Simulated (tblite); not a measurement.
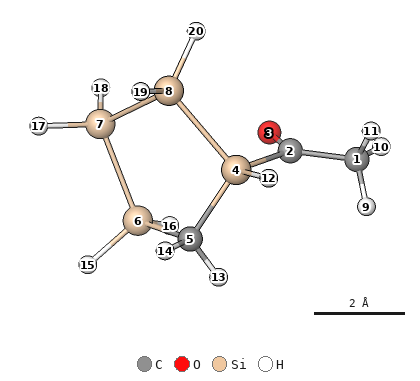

Figure 1. The input geometry (ball-and-stick view, seen at a tilt; atoms are numbered from 1 in the order of the input).

**Geometry relaxation, with input and output: C$_{3}$H$_{12}$OSi$_{4}$ (part 1 of 3)**

The run: geometry relaxation of C$_{3}$H$_{12}$OSi$_{4}$. Method and program: GFN2-xTB geometry optimisation, gas phase (tblite 0.8.0).

It belongs to a series of runs on one base structure; here: H on Si replaced by COCH3.

### Input file
```
{"job": {"kind": "relax", "xc": "GFN2-xTB", "basis": "xTB"}, "charge": 0, "multiplicity": 1}
C      3.035100    -0.947600    -0.526900
C      1.611100    -0.477100    -0.739400
O      1.045600    -0.487400    -1.803900
Si     0.646000     0.156900     0.743000
C     -0.729300    -0.984200     1.309100
Si    -2.039500    -0.964000    -0.026000
Si    -2.305700     1.227100    -0.772700
Si    -0.367000     2.152800     0.123200
H      3.056400    -1.785200     0.177800
H      3.433000    -1.284200    -1.477600
H      3.641300    -0.124000    -0.157400
H      1.558700     0.399900     1.902200
H     -0.361300    -1.996700     1.479300
H     -1.142900    -0.628600     2.246800
H     -3.315900    -1.466800     0.537900
H     -1.642100    -1.859600    -1.124800
H     -3.504400     1.859500    -0.146600
H     -2.371500     1.315700    -2.253200
H     -0.694600     2.952500     1.340000
H      0.441900     2.951700    -0.833700
```

The first line tells a small driver script what to run in tblite; the rest is the geometry in Å.

Hardware: 1 CPU thread, shared host.

Launched with:
```bash
OMP_NUM_THREADS=1 python <driver script> task.json out
```

### What the program printed
```
step      E/eV     max force
  0    -637.79091    1.919
  1    -637.88316    1.109
  2    -637.94962    0.812
  3    -637.97678    0.680
  4    -638.00920    0.399
  5    -638.02537    0.378
  6    -638.04803    0.366
  7    -638.06617    0.320
  8    -638.08263    0.296
  9    -638.09305    0.228
 10    -638.09891    0.216
 11    -638.10300    0.184
 12    -638.10643    0.146
 13    -638.10960    0.160
 14    -638.11245    0.125
 15    -638.11433    0.094
 16    -638.11553    0.087
 17    -638.11655    0.100
 18    -638.11762    0.098
 19    -638.11853    0.063
 20    -638.11915    0.056
 21    -638.11965    0.071
 22    -638.12022    0.092
 23    -638.12083    0.083
 24    -638.12141    0.068
 25    -638.12193    0.073
 26    -638.12248    0.070
 27    -638.12309    0.069
 28    -638.12367    0.059
 29    -638.12414    0.044
 30    -638.12458    0.052
 31    -638.12507    0.068
 32    -638.12562    0.063
 33    -638.12615    0.054
 34    -638.12671    0.061
 35    -638.12743    0.074
 36    -638.12832    0.087
 37    -638.12911    0.068
 38    -638.12962    0.048
 39    -638.12999    0.053
 40    -638.13041    0.062
 41    -638.13094    0.071
 42    -638.13142    0.053
 43    -638.13170    0.036
 44    -638.13189    0.036
 45    -638.13210    0.035
 46    -638.13233    0.045
 47    -638.13254    0.038
 48    -638.13270    0.025
 49    -638.13285    0.029
 50    -638.13300    0.028
 51    -638.13316    0.034
 52    -638.13333    0.034
 53    -638.13352    0.032
 54    -638.13375    0.036
 55    -638.13400    0.037
 56    -638.13424    0.040
 57    -638.13445    0.041
 58    -638.13471    0.045
 59    -638.13508    0.056
 60    -638.13550    0.056
 61    -638.13580    0.035
 62    -638.13597    0.028
 63    -638.13612    0.036
 64    -638.13638    0.043
 65    -638.13679    0.052
 66    -638.13729    0.054
 67    -638.13769    0.038
 68    -638.13796    0.031
 69    -638.13820    0.041
 70    -638.13847    0.045
 71    -638.13871    0.030
 72    -638.13889    0.029
 73    -638.13905    0.031
 74    -638.13927    0.040
 75    -638.13955    0.048
 76    -638.13985    0.041
 77    -638.14008    0.038
 78    -638.14027    0.031
 79    -638.14048    0.035
 80    -638.14071    0.035
 81    -638.14093    0.032
 82    -638.14113    0.035
 83    -638.14132    0.042
 84    -638.14152    0.032
 85    -638.14171    0.026
 86    -638.14189    0.028
 87    -638.14205    0.030
 88    -638.14222    0.032
 89    -638.14241    0.035
 90    -638.14262    0.034
 91    -638.14287    0.036
 92    -638.14318    0.046
 93    -638.14357    0.060
 94    -638.14398    0.060
 95    -638.14430    0.045
 96    -638.14454    0.030
 97    -638.14475    0.028
 98    -638.14495    0.035
 99    -638.14517    0.040
100    -638.14542    0.047
101    -638.14572    0.054
102    -638.14611    0.039
103    -638.14649    0.037
104    -638.14674    0.062
105    -638.14686    0.029
106    -638.14695    0.025
107    -638.14709    0.022
108    -638.14725    0.030
109    -638.14750    0.039
110    -638.14770    0.036
111    -638.14781    0.020
112    -638.14789    0.019
113    -638.14797    0.036
114    -638.14809    0.043
115    -638.14822    0.035
116    -638.14829    0.015
117    -638.14833    0.014
118    -638.14836    0.015
119    -638.14841    0.020
120    -638.14847    0.019
121    -638.14853    0.016
122    -638.14857    0.019
123    -638.14863    0.018
124    -638.14871    0.025
125    -638.14883    0.029
126    -638.14894    0.020
127    -638.14901    0.019
128    -638.14905    0.020
129    -638.14909    0.019
130    -638.14916    0.021
131    -638.14925    0.024
132    -638.14933    0.020
133    -638.14938    0.012
134    -638.14940    0.009
```

### Trajectory as extended XYZ (Å, eV, eV/Å), 24 of the 135 frames kept, from step=0 to step=134
```
20
Properties=species:S:1:pos:R:3:forces:R:3 step=0 energy=-637.79091
C     3.0351   -0.9476   -0.5269   -0.2730  -0.0950  -0.4750
C     1.6111   -0.4771   -0.7394    0.5140  -0.4410   0.7490
O     1.0456   -0.4874   -1.8039   -0.0560  -0.0750  -0.7300
Si    0.6460    0.1569    0.7430    0.6610   1.3540   1.1890
C    -0.7293   -0.9842    1.3091    0.2410  -0.5130   0.1930
Si   -2.0395   -0.9640   -0.0260   -1.2870  -0.1520  -0.8580
Si   -2.3057    1.2271   -0.7727   -0.1060   0.0860   0.0100
Si   -0.3670    2.1528    0.1232   -0.0790   0.2050  -0.1740
H     3.0564   -1.7852    0.1778   -0.0660   0.3520  -0.0290
H     3.4330   -1.2842   -1.4776    0.2160  -0.0820  -0.1510
H     3.6413   -0.1240   -0.1574   -0.0970  -0.0770   0.1480
H     1.5587    0.3999    1.9022    0.0350  -0.3230  -0.2130
H    -0.3613   -1.9967    1.4793   -0.0700   0.0260   0.0760
H    -1.1429   -0.6286    2.2468    0.0550   0.0510   0.0930
H    -3.3159   -1.4668    0.5379    0.2310  -0.1240  -0.0310
H    -1.6421   -1.8596   -1.1248   -0.0270  -0.0410   0.1920
H    -3.5044    1.8595   -0.1466    0.1800  -0.1270  -0.3840
H    -2.3715    1.3157   -2.2532   -0.1710   0.0660   0.3830
H    -0.6946    2.9525    1.3400    0.2590  -0.0530  -0.3750
H     0.4419    2.9517   -0.8337   -0.1580  -0.0360   0.3850
20
Properties=species:S:1:pos:R:3:forces:R:3 step=6 energy=-638.04803
C     3.0297   -0.9571   -0.5581    0.0170   0.0060   0.0930
C     1.6102   -0.4853   -0.7069    0.1250  -0.0030  -0.0870
O     1.0571   -0.4995   -1.7884   -0.2420   0.0530   0.1220
Si    0.6844    0.2436    0.8201    0.3130  -0.0880   0.1680
C    -0.7277   -0.9730    1.2725    0.1260  -0.0110   0.0930
Si   -2.1057   -0.9753   -0.0654   -0.0880  -0.2330   0.0420
Si   -2.3072    1.2233   -0.7650   -0.1520  -0.0960  -0.0380
Si   -0.3919    2.1642    0.0988    0.1950  -0.0040   0.0690
H     3.0501   -1.7545    0.1787    0.0200  -0.1350   0.0020
H     3.4609   -1.2964   -1.5033   -0.1270   0.0520   0.1480
H     3.6159   -0.1401   -0.1489    0.0980   0.0980  -0.0220
H     1.6469    0.3483    1.9520   -0.0780  -0.1660  -0.1910
H    -0.3683   -1.9855    1.4751    0.0240   0.1080  -0.1960
H    -1.1347   -0.6391    2.2279   -0.1040   0.0870  -0.0350
H    -3.3328   -1.5226    0.5507    0.1330  -0.0580  -0.0640
H    -1.6538   -1.8931   -1.1174   -0.1060  -0.0300   0.0570
H    -3.5080    1.8581   -0.2126   -0.1270   0.0660  -0.0620
H    -2.4133    1.3393   -2.2155   -0.0810   0.0600  -0.1070
H    -0.6523    2.9769    1.2901    0.0140   0.1790   0.0250
H     0.4352    2.9785   -0.7875    0.0410   0.1150  -0.0170
20
Properties=species:S:1:pos:R:3:forces:R:3 step=12 energy=-638.10643
C     3.0326   -0.9538   -0.5464   -0.0370  -0.0010  -0.0240
C     1.6126   -0.4777   -0.6835    0.0120   0.0230  -0.0170
O     1.0101   -0.4963   -1.7396    0.0200  -0.0350   0.0830
Si    0.7276    0.2563    0.8499   -0.1220  -0.0470   0.0600
C    -0.7139   -0.9484    1.2583   -0.0380  -0.0460  -0.0160
Si   -2.1153   -1.0000   -0.0661    0.0740   0.0240   0.0120
Si   -2.3276    1.2056   -0.7674    0.0720   0.1140  -0.0020
Si   -0.3682    2.1622    0.1078   -0.1120   0.0820  -0.0450
H     3.0541   -1.7674    0.1769    0.0180   0.0300   0.0090
H     3.4499   -1.2953   -1.4916   -0.0380   0.0170  -0.0210
H     3.6296   -0.1335   -0.1510    0.0110  -0.0430   0.0050
H     1.7002    0.2731    1.9594    0.0100  -0.0800  -0.0030
H    -0.3519   -1.9658    1.4270    0.0090   0.1240   0.0090
H    -1.1526   -0.6227    2.2061    0.0540  -0.0410  -0.0540
H    -3.3214   -1.5808    0.5531    0.0810  -0.0170   0.0090
H    -1.6888   -1.9337   -1.1096   -0.0350  -0.0380  -0.0080
H    -3.5423    1.8722   -0.2610    0.0170  -0.0240   0.0050
H    -2.4544    1.3642   -2.2211    0.0140  -0.0160   0.0070
H    -0.6273    3.0351    1.2662   -0.0050   0.0210  -0.0020
H     0.4417    3.0174   -0.7703   -0.0040  -0.0460  -0.0100
20
Properties=species:S:1:pos:R:3:forces:R:3 step=17 energy=-638.11655
C     3.0294   -0.9509   -0.5443   -0.0050   0.0060   0.0040
C     1.6099   -0.4710   -0.6674   -0.0180   0.0030   0.0170
O     0.9964   -0.5036   -1.7163   -0.0070  -0.0210  -0.0120
Si    0.7165    0.2621    0.8621    0.0220   0.0820  -0.0530
C    -0.7165   -0.9450    1.2515    0.0200   0.0240  -0.0020
Si   -2.1059   -0.9950   -0.0759    0.0120   0.0300  -0.0320
Si   -2.3209    1.2215   -0.7705   -0.0280  -0.0630  -0.0140
Si   -0.3783    2.1774    0.1088    0.0410  -0.0010   0.0400
H     3.0590   -1.7651    0.1777   -0.0130  -0.0020   0.0020
H     3.4334   -1.2907   -1.4954   -0.0330   0.0040  -0.0250
H     3.6400   -0.1407   -0.1506   -0.0030   0.0110  -0.0020
H     1.7053    0.2307    1.9545    0.0050  -0.0200   0.0640
H    -0.3369   -1.9511    1.4190   -0.0020  -0.0340   0.0140
H    -1.1520   -0.6248    2.1992   -0.0300  -0.0360   0.0180
H    -3.2914   -1.5963    0.5565   -0.0090   0.0110   0.0350
H    -1.7072   -1.9515   -1.1091    0.0170  -0.0010  -0.0370
H    -3.5462    1.8691   -0.2677    0.0070  -0.0070   0.0200
H    -2.4577    1.3649   -2.2240    0.0280   0.0020  -0.0150
H    -0.6260    3.0577    1.2626   -0.0180   0.0320   0.0100
H     0.4438    3.0129   -0.7737    0.0130  -0.0200  -0.0300
20
Properties=species:S:1:pos:R:3:forces:R:3 step=23 energy=-638.12083
C     3.0230   -0.9467   -0.5446    0.0050  -0.0050   0.0010
C     1.6034   -0.4672   -0.6598   -0.0020   0.0230   0.0000
O     0.9871   -0.5163   -1.7065   -0.0510   0.0040   0.0160
Si    0.7190    0.2795    0.8696    0.0290  -0.0580   0.0520
C    -0.7098   -0.9403    1.2496   -0.0110  -0.0060  -0.0120
Si   -2.0935   -0.9967   -0.0833   -0.0310  -0.0360  -0.0120
Si   -2.3192    1.2161   -0.7753    0.0310   0.0020   0.0140
Si   -0.3790    2.1887    0.1169   -0.0320  -0.0160  -0.0190
H     3.0552   -1.7628    0.1748   -0.0080  -0.0120   0.0050
H     3.4117   -1.2867   -1.5023   -0.0030   0.0040  -0.0040
H     3.6416   -0.1410   -0.1540   -0.0130   0.0120  -0.0130
H     1.7021    0.2075    1.9719   -0.0270   0.0220  -0.0090
H    -0.3301   -1.9475    1.4149    0.0320  -0.0080  -0.0080
H    -1.1605   -0.6374    2.1964    0.0030   0.0090   0.0040
H    -3.2763   -1.5929    0.5688    0.0320   0.0280  -0.0190
H    -1.7076   -1.9550   -1.1235    0.0070   0.0310   0.0160
H    -3.5425    1.8624   -0.2628    0.0170  -0.0170  -0.0110
H    -2.4457    1.3662   -2.2303    0.0140   0.0080   0.0160
H    -0.6320    3.0809    1.2618    0.0040   0.0190  -0.0210
H     0.4479    3.0000   -0.7853    0.0030  -0.0020   0.0030
20
Properties=species:S:1:pos:R:3:forces:R:3 step=29 energy=-638.12414
C     3.0123   -0.9425   -0.5489   -0.0180   0.0050  -0.0150
C     1.5916   -0.4613   -0.6493   -0.0150  -0.0230   0.0160
O     0.9547   -0.5230   -1.6833   -0.0090   0.0170   0.0230
Si    0.7204    0.2813    0.8889   -0.0080   0.0170   0.0130
C    -0.7064   -0.9453    1.2468    0.0280   0.0010   0.0080
Si   -2.0839   -1.0015   -0.0918    0.0300  -0.0120   0.0260
Si   -2.3051    1.2070   -0.7752    0.0010   0.0350  -0.0090
Si   -0.3799    2.1875    0.1223    0.0360   0.0110   0.0060
H     3.0457   -1.7610    0.1692    0.0080   0.0250  -0.0100
H     3.3923   -1.2831   -1.5100   -0.0060   0.0010  -0.0040
H     3.6348   -0.1362   -0.1651   -0.0130  -0.0130  -0.0010
H     1.6939    0.2011    1.9971   -0.0040   0.0230  -0.0100
H    -0.3107   -1.9481    1.4058   -0.0300   0.0010   0.0160
H    -1.1658   -0.6474    2.1918    0.0180  -0.0400  -0.0020
H    -3.2617   -1.5808    0.5753   -0.0240  -0.0220  -0.0230
H    -1.6985   -1.9486   -1.1374    0.0040  -0.0230  -0.0020
H    -3.5299    1.8462   -0.2641   -0.0220   0.0050   0.0030
H    -2.4247    1.3729   -2.2269    0.0070   0.0040  -0.0230
H    -0.6343    3.1100    1.2426    0.0070  -0.0070  -0.0070
H     0.4501    2.9834   -0.7909    0.0120  -0.0050  -0.0040
20
Properties=species:S:1:pos:R:3:forces:R:3 step=35 energy=-638.12743
C     2.9934   -0.9373   -0.5588   -0.0070   0.0040   0.0120
C     1.5705   -0.4597   -0.6293    0.0070   0.0140  -0.0150
O     0.9071   -0.5204   -1.6469    0.0160  -0.0100  -0.0090
Si    0.7209    0.2878    0.9154   -0.0490   0.0210  -0.0340
C    -0.6953   -0.9539    1.2501   -0.0410  -0.0330   0.0340
Si   -2.0666   -1.0070   -0.0968    0.0110   0.0680  -0.0180
Si   -2.2886    1.2105   -0.7785   -0.0300  -0.0500  -0.0120
Si   -0.3679    2.1910    0.1256    0.0030   0.0150  -0.0060
H     3.0410   -1.7522    0.1616    0.0000  -0.0230  -0.0090
H     3.3646   -1.2775   -1.5237   -0.0360   0.0090   0.0010
H     3.6193   -0.1324   -0.1792   -0.0020   0.0240  -0.0180
H     1.6886    0.2121    2.0219    0.0550   0.0140   0.0480
H    -0.2994   -1.9570    1.4046    0.0160  -0.0100  -0.0230
H    -1.1632   -0.6773    2.1958   -0.0200   0.0110   0.0330
H    -3.2537   -1.5817    0.5606   -0.0020  -0.0180  -0.0180
H    -1.6874   -1.9543   -1.1450    0.0100  -0.0180   0.0140
H    -3.5267    1.8314   -0.2680    0.0280   0.0000  -0.0220
H    -2.3983    1.3833   -2.2327    0.0000  -0.0010   0.0270
H    -0.6301    3.1391    1.2215    0.0190  -0.0090   0.0130
H     0.4668    2.9662   -0.8012    0.0240  -0.0070   0.0030
20
Properties=species:S:1:pos:R:3:forces:R:3 step=41 energy=-638.13094
C     2.9708   -0.9293   -0.5652    0.0050   0.0050   0.0000
C     1.5474   -0.4538   -0.6093   -0.0160   0.0050   0.0140
O     0.8683   -0.5205   -1.6165   -0.0120   0.0050  -0.0120
Si    0.7114    0.2958    0.9438    0.0440  -0.0250   0.0230
C    -0.6948   -0.9650    1.2655    0.0050   0.0340  -0.0020
Si   -2.0469   -1.0054   -0.1022   -0.0340  -0.0620  -0.0010
Si   -2.2745    1.2038   -0.7845    0.0470   0.0280   0.0110
Si   -0.3576    2.1974    0.1251   -0.0380  -0.0200  -0.0070
H     3.0359   -1.7483    0.1491    0.0020   0.0070   0.0100
H     3.3191   -1.2672   -1.5390   -0.0160   0.0050  -0.0180
H     3.6014   -0.1208   -0.2019    0.0100   0.0020   0.0040
H     1.6920    0.2341    2.0490   -0.0300  -0.0040  -0.0410
H    -0.2872   -1.9668    1.3964    0.0050   0.0040   0.0020
H    -1.1689   -0.7104    2.2143   -0.0190  -0.0050   0.0110
H    -3.2452   -1.5874    0.5318    0.0070   0.0070  -0.0030
H    -1.6684   -1.9639   -1.1419    0.0280   0.0100   0.0160
H    -3.5151    1.8192   -0.2806   -0.0070   0.0160  -0.0010
H    -2.3728    1.3920   -2.2346   -0.0080  -0.0120  -0.0270
H    -0.6154    3.1622    1.2061    0.0140   0.0030   0.0120
H     0.4954    2.9449   -0.8085    0.0130  -0.0040   0.0100
20
Properties=species:S:1:pos:R:3:forces:R:3 step=47 energy=-638.13254
C     2.9594   -0.9230   -0.5698   -0.0110   0.0020  -0.0100
C     1.5341   -0.4512   -0.6003   -0.0040   0.0100  -0.0040
O     0.8479   -0.5178   -1.6035    0.0050   0.0010   0.0100
Si    0.7079    0.2970    0.9561   -0.0250   0.0010   0.0170
C    -0.6982   -0.9649    1.2739   -0.0040  -0.0080  -0.0070
Si   -2.0431   -1.0114   -0.1039    0.0150   0.0110   0.0070
Si   -2.2624    1.2029   -0.7897   -0.0270  -0.0230  -0.0130
Si   -0.3559    2.1966    0.1271    0.0220   0.0070   0.0140
H     3.0345   -1.7415    0.1447   -0.0020   0.0070  -0.0130
H     3.2903   -1.2589   -1.5505    0.0170  -0.0030   0.0060
H     3.5957   -0.1151   -0.2131   -0.0130  -0.0010  -0.0150
H     1.6917    0.2411    2.0538    0.0030  -0.0170   0.0020
H    -0.2809   -1.9647    1.3944   -0.0140   0.0050   0.0160
H    -1.1784   -0.7264    2.2247    0.0090   0.0110  -0.0210
H    -3.2462   -1.5921    0.5207    0.0040   0.0000  -0.0030
H    -1.6436   -1.9692   -1.1360    0.0070   0.0060   0.0120
H    -3.5059    1.8196   -0.2900    0.0090   0.0070  -0.0030
H    -2.3638    1.3884   -2.2415    0.0050  -0.0130  -0.0030
H    -0.6009    3.1708    1.2032   -0.0020  -0.0030   0.0050
H     0.5127    2.9304   -0.8034    0.0040   0.0000   0.0020
20
Properties=species:S:1:pos:R:3:forces:R:3 step=52 energy=-638.13333
C     2.9500   -0.9178   -0.5759    0.0090   0.0010   0.0020
C     1.5244   -0.4463   -0.5946    0.0060  -0.0120  -0.0050
O     0.8315   -0.5146   -1.5930   -0.0110   0.0110  -0.0050
Si    0.7027    0.2976    0.9675    0.0230   0.0050  -0.0240
C    -0.7005   -0.9670    1.2768    0.0090   0.0060   0.0140
Si   -2.0386   -1.0134   -0.1046    0.0090   0.0070  -0.0010
Si   -2.2587    1.1979   -0.7959    0.0230   0.0190   0.0090
Si   -0.3527    2.1977    0.1314   -0.0140  -0.0070  -0.0100
H     3.0325   -1.7350    0.1386   -0.0110  -0.0060   0.0020
H     3.2782   -1.2553   -1.5569   -0.0090   0.0030  -0.0050
H     3.5888   -0.1104   -0.2247   -0.0040   0.0230  -0.0050
H     1.6923    0.2351    2.0590    0.0020  -0.0170   0.0130
H    -0.2803   -1.9648    1.3996   -0.0150  -0.0110   0.0120
H    -1.1836   -0.7293    2.2251   -0.0110   0.0120   0.0130
H    -3.2440   -1.5948    0.5148    0.0020  -0.0030  -0.0060
H    -1.6244   -1.9710   -1.1294   -0.0050  -0.0100  -0.0080
H    -3.4983    1.8233   -0.2966    0.0050  -0.0010  -0.0100
H    -2.3560    1.3798   -2.2489    0.0050  -0.0110   0.0100
H    -0.5937    3.1774    1.2043   -0.0070  -0.0090  -0.0070
H     0.5253    2.9215   -0.7995   -0.0060  -0.0020   0.0110
20
Properties=species:S:1:pos:R:3:forces:R:3 step=58 energy=-638.13471
C     2.9376   -0.9083   -0.5877   -0.0140   0.0040  -0.0080
C     1.5108   -0.4424   -0.5921   -0.0160   0.0150   0.0160
O     0.8051   -0.5038   -1.5820    0.0090  -0.0050  -0.0260
Si    0.7040    0.2959    0.9793    0.0090  -0.0290   0.0330
C    -0.7019   -0.9664    1.2896   -0.0160   0.0110  -0.0030
Si   -2.0249   -1.0139   -0.1051   -0.0230  -0.0310  -0.0080
Si   -2.2453    1.1953   -0.8020    0.0170  -0.0180   0.0110
Si   -0.3489    2.1955    0.1362    0.0150  -0.0230   0.0070
H     3.0252   -1.7239    0.1287    0.0210   0.0190   0.0000
H     3.2580   -1.2480   -1.5703   -0.0030   0.0020  -0.0130
H     3.5730   -0.0929   -0.2471   -0.0020  -0.0210   0.0030
H     1.6930    0.2129    2.0719   -0.0020   0.0010  -0.0110
H    -0.2921   -1.9675    1.4202    0.0100   0.0090   0.0170
H    -1.1954   -0.7217    2.2307    0.0020   0.0150   0.0150
H    -3.2371   -1.5991    0.5006    0.0180   0.0080  -0.0110
H    -1.5973   -1.9764   -1.1213   -0.0160   0.0080   0.0000
H    -3.4826    1.8310   -0.3135   -0.0170   0.0000  -0.0020
H    -2.3394    1.3568   -2.2562    0.0120   0.0100  -0.0140
H    -0.5890    3.1789    1.2043   -0.0160   0.0040   0.0080
H     0.5422    2.9087   -0.7874    0.0110   0.0210  -0.0150
```
